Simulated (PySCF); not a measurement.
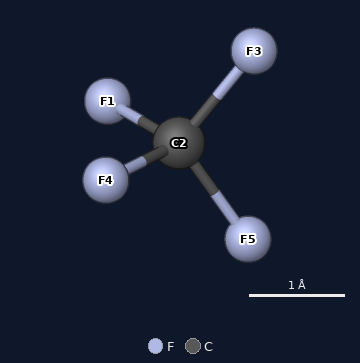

The input geometry of the first run (ball-and-stick view, seen on its broad side; atoms are numbered from 1 in the order of the input).

**Two runs on CF₄**

System: CF₄.
Method of the first run: GIAO WP04/pcSseg-2 NMR shielding, non-relativistic, gas phase (PySCF 2.14.0).

The geometry comes from this level: PBE0-D3(BJ)/def2-SVP. Text and figures count atoms from 1; the logs count them from 0 in places.

**Input file, the first run**
```
{"job": {"kind": "nmr", "xc": "WP04", "basis": "pcSseg-2", "pop": false}, "charge": 0, "multiplicity": 1}
F     -0.227032     0.157017    -1.286457
C     -0.000280     0.000071     0.000003
F     -0.772034    -0.957360     0.468186
F      1.261721    -0.322970     0.185268
F     -0.262385     1.123238     0.633000
```

The first line tells a small driver script what to run in PySCF; the rest is the geometry in Å.

Launched with:
```bash
OMP_NUM_THREADS=1 python <driver script> task.json out
```

Hardware: 1 CPU thread, shared host.

**Output (the first run)**
```
coarse grid: 5432 points
cycle   1  E = -444.8797572249  dE =  1.042e+00  |g| = 1.497e+00  |ddm| = 1.503e+00
cycle   2  E = -444.3666374087  dE =  5.131e-01  |g| = 2.445e+00  |ddm| = 1.336e+00
cycle   3  E = -445.1839875822  dE = -8.174e-01  |g| = 9.387e-02  |ddm| = 8.972e-01
cycle   4  E = -445.1853052634  dE = -1.318e-03  |g| = 3.896e-02  |ddm| = 6.838e-02
cycle   5  E = -445.1855683889  dE = -2.631e-04  |g| = 3.959e-03  |ddm| = 2.006e-02
cycle   6  E = -445.1855701454  dE = -1.757e-06  |g| = 3.511e-04  |ddm| = 1.188e-03
final grid: 57624 points
cycle   7  E = -445.1736668659  dE = -1.087e-04  |g| = 5.066e-03  |ddm| = 2.318e-02
cycle   8  E = -445.1736629161  dE =  3.950e-06  |g| = 7.452e-03  |ddm| = 4.051e-03
cycle   9  E = -445.1736702642  dE = -7.348e-06  |g| = 3.412e-04  |ddm| = 2.467e-03
cycle  10  E = -445.1736702771  dE = -1.290e-08  |g| = 1.855e-04  |ddm| = 2.409e-04
cycle  11  E = -445.1736702822  dE = -5.106e-09  |g| = 4.734e-05  |ddm| = 8.594e-05
cycle  12  E = -445.1736702825  dE = -3.047e-10  |g| = 6.769e-06  |ddm| = 1.801e-05
converged SCF energy = -445.1736702825

GIAO shielding tensors (ppm)
atom      isotropic    diamagn.    paramagn.     s11        s22        s33       span
  0 F      243.111     470.666    -227.555    185.462    185.552    358.321    172.859
  1 C       36.444     239.273    -202.829     36.406     36.439     36.486      0.080
  2 F      243.072     470.665    -227.594    185.397    185.419    358.399    173.002
  3 F      243.027     470.676    -227.649    185.349    185.379    358.353    173.004
  4 F      243.139     470.664    -227.525    185.521    185.594    358.303    172.782
```

The second run used a changed input.

**The two runs side by side**

```tsv
quantity	the first run	the second run
outcome	converged	converged
total energy (hartree)	−445.173670	−437.454654
HOMO (eV)	−13.91	−15.53
LUMO (eV)	0.75	4.76
dipole moment (D)	0.00	0.00
shielding of F1 (ppm)	243.1	250.1
shielding of C2 (ppm)	36.4	52.0
shielding of F3 (ppm)	243.1	250.0
shielding of F4 (ppm)	243.0	250.0
shielding of F5 (ppm)	243.1	250.1
SCF iterations	12	12
basis functions	180	180
wall time (shared host)	14 s	23 s
```

What was changed in the input?

The change (lines with − go, lines with + come):
```diff
-"xc": "WP04"
+"xc": "LC-wPBE"
```

The total energies belong to different methods, so their difference says nothing on which is more stable or more accurate. The HOMO goes from −13.91 to −15.53 eV. The LUMO goes from 0.75 to 4.76 eV. Of all shieldings, the largest change is that of C2, by +15.6 ppm. The functional changes from WP04 to LC-wPBE. Exact exchange removes part of the self-interaction error of semilocal functionals, which pushes filled and empty levels apart. The number of SCF iterations is the same.

**Output (the second run)**
```
coarse grid: 5432 points
cycle   1  E = -437.2328706434  dE =  1.077e+00  |g| = 1.153e+00  |ddm| = 1.474e+00
cycle   2  E = -437.2384210436  dE = -5.550e-03  |g| = 1.272e+00  |ddm| = 8.685e-01
cycle   3  E = -437.4526872839  dE = -2.143e-01  |g| = 5.587e-02  |ddm| = 4.087e-01
cycle   4  E = -437.4531172255  dE = -4.299e-04  |g| = 1.708e-02  |ddm| = 3.076e-02
cycle   5  E = -437.4531686030  dE = -5.138e-05  |g| = 1.939e-03  |ddm| = 1.291e-02
cycle   6  E = -437.4531700007  dE = -1.398e-06  |g| = 4.527e-04  |ddm| = 2.722e-03
final grid: 57624 points
cycle   7  E = -437.4546367725  dE = -1.625e-04  |g| = 1.135e-02  |ddm| = 2.788e-02
cycle   8  E = -437.4546377301  dE = -9.576e-07  |g| = 1.172e-02  |ddm| = 7.059e-03
cycle   9  E = -437.4546536310  dE = -1.590e-05  |g| = 3.851e-04  |ddm| = 3.282e-03
cycle  10  E = -437.4546536537  dE = -2.271e-08  |g| = 2.005e-04  |ddm| = 2.432e-04
cycle  11  E = -437.4546536599  dE = -6.221e-09  |g| = 1.364e-05  |ddm| = 9.415e-05
cycle  12  E = -437.4546536600  dE = -7.719e-11  |g| = 6.581e-06  |ddm| = 1.850e-05
converged SCF energy = -437.4546536600

GIAO shielding tensors (ppm)
atom      isotropic    diamagn.    paramagn.     s11        s22        s33       span
  0 F      250.061     468.011    -217.950    198.310    198.422    353.451    155.141
  1 C       52.030     239.916    -187.886     51.992     52.025     52.071      0.079
  2 F      250.032     468.010    -217.978    198.260    198.305    353.532    155.273
  3 F      249.962     468.019    -218.057    198.172    198.235    353.477    155.305
  4 F      250.085     468.009    -217.925    198.359    198.464    353.431    155.072
```
